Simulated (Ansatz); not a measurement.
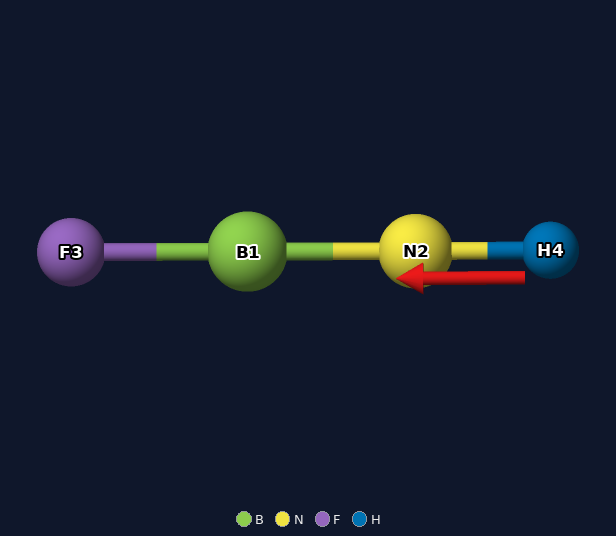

The arrows show one normal mode. Harmonic vibrations computed with RKS PBE0-D4/def2-TZVP (Ansatz 0.2.0) at a stationary point of the same level.

Q: What kind of motion is it?

A: Mostly N–H stretching.

Q: Estimate its harmonic wavenumber.

A: 3919 cm⁻¹; it is mode 7 of 7 counted from the lowest.
